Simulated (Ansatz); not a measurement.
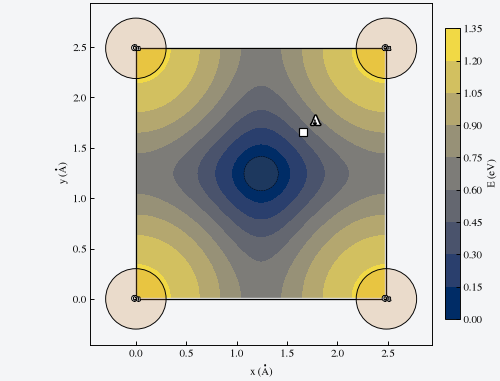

Cu on a Cu(100) slab cut from the Fm-3m phase, its upper half relaxed before the scan (12 atoms of substrate and one adsorbate in a 2 × 2 cell). 
- Cu is moved over the surface cell; relaxed at each place: the height of the adsorbate's atoms; substrate rigid; the origin of the map has the adsorbate above Cu9.
- Places are given modulo a cell vector. The map is drawn in real space over the plane of the surface.
- Grid: 6 × 6 points; 10 points were computed and 26 follow by symmetry.
- Places are given in fractions of the 1 × 1 surface cell.
- Energies: eV, counted from the lowest grid point.
- These are results of Ansatz 0.2.0, DFT LDA, scalar-relativistic, plane waves, PAW, not measurements. Settings: cutoff 420 eV, k-mesh 6×6×1, gaussian smearing 0.1 eV, no spin polarisation.

The picture shows filled contours, labelled circles for the atoms of the top layer and small ones for the second layer, the outline of one cell of the plane, the point A. Between grid points the surface is interpolated.

> Which way does the force act at A, and how strong is it?

A, at (4/6, 4/6) of the cell vectors, is not a stationary point. The computed force is 1.2 eV/Å in the plane, pointing down and left in the picture (components −0.9 and −0.9 eV/Å).

PAW datasets: the set soft_1.
